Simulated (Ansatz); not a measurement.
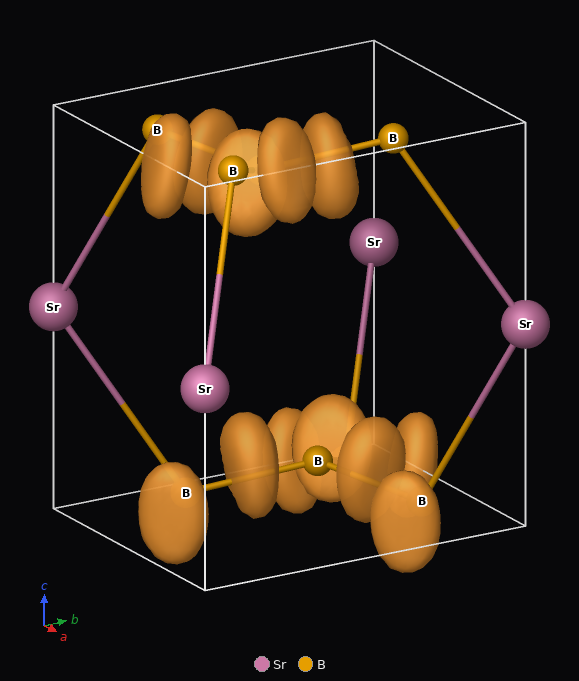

Figure 1: SrB$_{8}$. Isosurface of the electron localisation function at 0.85 (orange), seen slightly off an axis. Core shells and regions of very low density are left out. Sticks mark near contacts.

Space group P-3m1; a structure generated by program, which may or may not match a known phase.

The calculation used DFT PBE+D3(BJ), scalar-relativistic, plane waves, PAW in Ansatz 0.2.0.

Core electrons are frozen (PAW), and the valence fields are smoothed inside the atomic spheres.

Q: Identify the bonds, lone pairs and shells in this picture.

A: The surface consists of twelve regions between bonded B–B atoms, counted in one cell of 9 atoms. Any copies at cell faces, edges or corners count once. Along the contacts the grid gives the following. B–B (1.67 Å): the ELF peaks at about 0.95 between the atoms. Sr–B (2.88 Å): the ELF is about 0.10 at the midpoint; no shared electron pair shows on this line.

Q: How much charge does the calculation move between the atoms?

A: Electrons move from Sr towards B. Bader charges: Sr +1.48 and B −0.22 to −0.08 e.
